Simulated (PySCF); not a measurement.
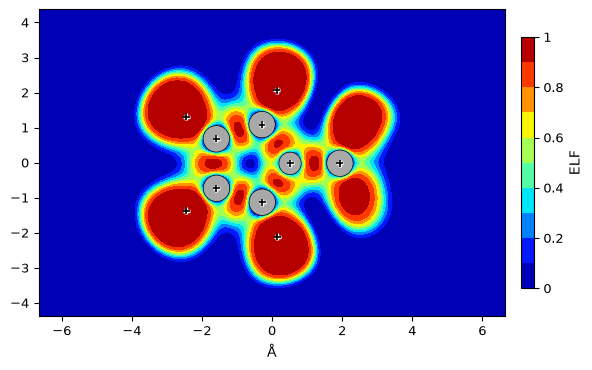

The electron localisation function on a plane through atoms (crosses mark nuclei in the plane; grey discs cover the cores).

Method: PySCF, PBE0/pcSseg-1, SCF density, gas phase, non-relativistic.

Candidates:
A. C5H10O3Si (SMILES C=CC[Si]1(O)OCCO1)
B. C2Cl2F6Si (SMILES FC(F)(F)[Si](Cl)(Cl)C(F)(F)F)
C. C7H9NOSi (SMILES C#C[SiH2]OCn1cccc1)

Which candidate gave the map?

Candidate C: C7H9NOSi on the plane of atoms N6, C10 and C9, which holds C, N and H. C–N (1.36 Å): the ELF peaks at about 0.90 between the atoms, as expected for a covalent bond.
